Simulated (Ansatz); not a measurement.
**Profile along the Te–Hg line in HgTe (zinc blende)**

HgTe (zinc blende), conventional cell a = 6.651 Å, b = 6.651 Å, c = 6.651 Å, α = 90.00°, β = 90.00°, γ = 90.00°. The calculation uses the primitive cell of 2 atoms, to which meshes and values per cell refer.

Fields along a shortest Te–Hg line of a {110} plane (2.88 Å), from Te to Hg, interpolated on the slice's grid (step about 0.2 Å). Calculation: PBE (plane waves to 420 eV, PAW, scalar-relativistic; Ansatz, a program for electronic structure). k mesh 12×12×12. These are valence fields of a PAW run, semicore shells included where kept as valence: close to a nucleus they are smooth pseudo fields. At this level the bands of HgTe touch or barely overlap. HgTe was relaxed with its symmetry unable to fall. Spin-orbit coupling is left out, though Hg and Te are heavy. The PAW data are Ansatz's earlier set. The relaxed volume of HgTe is well above the measured one; the method has no dispersion term.

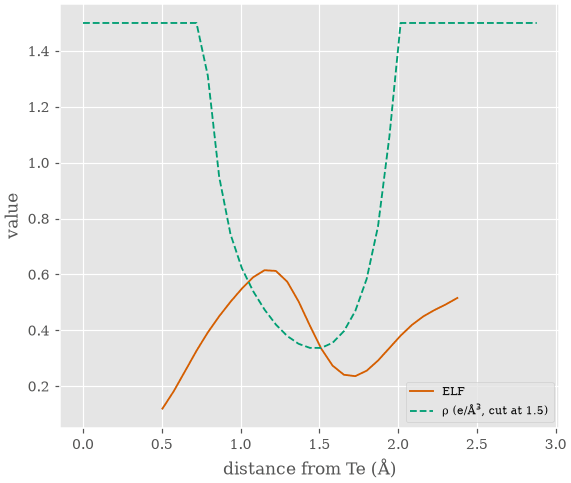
Figure. ELF (away from the nuclei) and valence density from Te to Hg.

Density on the Te–Hg line (2.88 Å) at its density minimum, 1.5 Å from Te: 0.34 e/Å³. ELF at that point: 0.33. ELF maximum in the middle third of the Te–Hg line: 0.62, 1.2 Å from Te.
